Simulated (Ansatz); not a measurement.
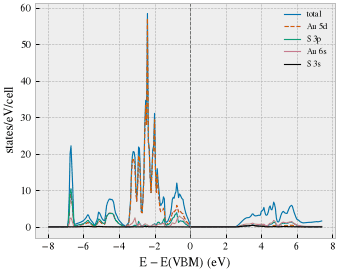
*Total and projected density of states of Au₂S in space group Pn-3m (No. 224; S on 2a, Au on 4c), the program Ansatz at the r²SCAN level (PAW)*

Q: Which orbitals carry the states next to the gap?

A: Top 1 eV of the valence band: Au 5d 49 %, S 3p 25 %, Au 6s 24 %. Bottom 1 eV of the conduction band: Au 6s 31 %, S 3s 13 %, Au 5d 10 %, S 3p 9 %, outside the projected shells 37 %. Projections are on Löwdin-orthogonalised atomic valence shells; empty p or d shells of many metals are not among them.

Q: Where is the tallest occupied peak in this window, and what makes it?

A: Near -2.4 eV, about 58 states/eV per cell; the largest projected share is Au 5d.

The workflow started from a Materials Project entry (that database holds measured and hypothetical structures alike); the Crystallography Open Database files this formula in space group No. 224, but the cells were not matched. Its standing as an ambient phase is unchecked. Symmetry was held in the r²SCAN relaxation; its stability against distortions is not shown here. Scalar-relativistic: spin–orbit coupling is off unless named, which matters more the heavier the elements.

Potentials: the later of the program's two PAW sets.
